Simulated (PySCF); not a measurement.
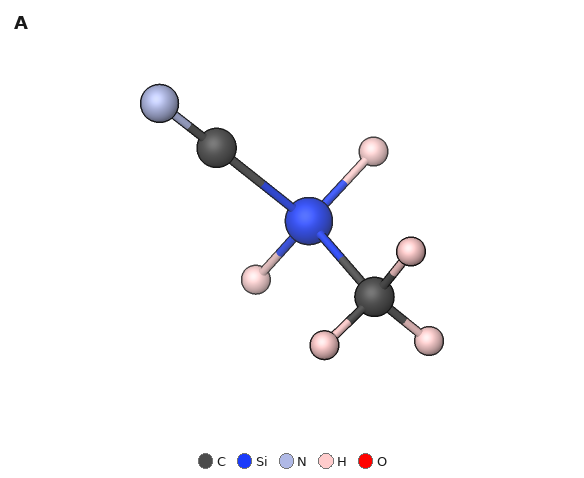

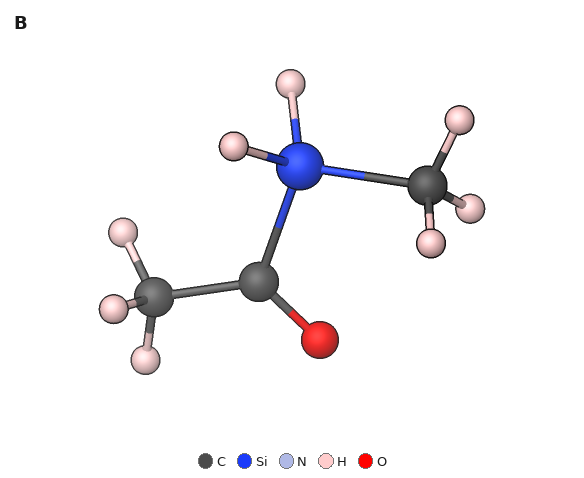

Two related species, optimised with PBE0-D3(BJ)/def2-SVP; properties computed with PySCF 2.14.0. Both: charge 0, singlet.

Question: Identify both.

Answer: A is C2H5NSi (C[SiH2]C#N), B is C3H8OSi (C[SiH2]C(C)=O).

Compare them. With PBE0/pcSseg-0: dipole moment (D), HOMO–LUMO gap (eV), HOMO energy (Kohn–Sham orbital) (eV), shielding of Si (ppm), Hirshfeld charge of Si (e), IAO charge of Si (e). With PBE0-D3(BJ)/def2-SVP: mean Si–C length (Å), mean Si–H length (Å).

```json
{"quantity": "dipole moment (D)", "A": "4.02", "B": "2.20"}
{"quantity": "HOMO–LUMO gap (eV)", "A": "9.50", "B": "5.82"}
{"quantity": "HOMO energy (Kohn–Sham orbital) (eV)", "A": "−9.78", "B": "−6.82"}
{"quantity": "shielding of Si (ppm)", "A": "445.4", "B": "425.6"}
{"quantity": "Hirshfeld charge of Si (e)", "A": "0.40", "B": "0.32"}
{"quantity": "IAO charge of Si (e)", "A": "0.65", "B": "0.56"}
{"quantity": "mean Si–C length (Å)", "A": "1.866", "B": "1.906"}
{"quantity": "mean Si–H length (Å)", "A": "1.490", "B": "1.498"}
```

Each is one conformer, and no frequency run is at hand to confirm it as a minimum.
